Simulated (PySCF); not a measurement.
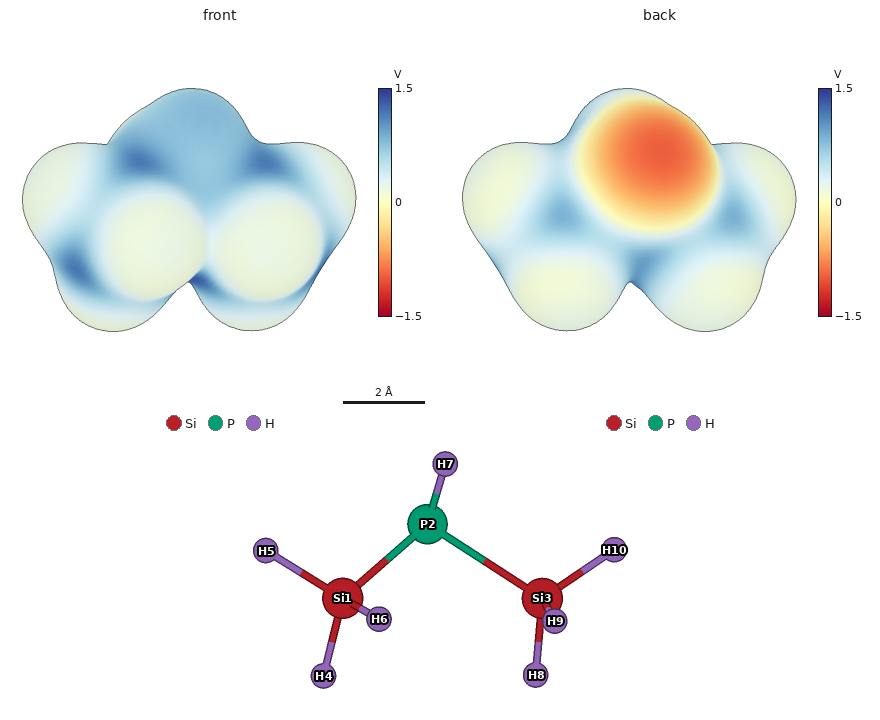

*H₇PSi₂ ((SiH3)2PH). The molecular electrostatic potential painted on the density surface at 0.002 e/bohr³, seen from the front and from behind; red is negative and blue positive. The bare structure is drawn below in the same view.*

Geometry: PBE0-D3(BJ)/def2-SVP.

All numbers below come from PBE0/pcSseg-1, SCF density, gas phase, non-relativistic (PySCF 2.14.0).

Input

```
{"job": {"kind": "nmr", "xc": "PBE0", "basis": "pcSseg-1"}, "charge": 0, "multiplicity": 1}
Si    -1.702893    -0.013679    -0.001016
P      0.084972     1.282784    -0.496794
Si     1.682517    -0.214076     0.074123
H     -1.837332    -1.024095    -1.092381
H     -2.919508     0.851787     0.026510
H     -1.578339    -0.728046     1.306722
H      0.095373     1.957138     0.763426
H      1.769666    -1.214332    -1.031131
H      1.402868    -0.931586     1.356482
H      2.982794     0.510704     0.191604
```

Launched as:

```sh
OMP_NUM_THREADS=1 python probes_run.py task.json out
```

### Describe the electrostatic potential map.

The most negative region (about −0.9 V) lies over P2, the most positive (about +1.2 V) over Si1 and Si3.
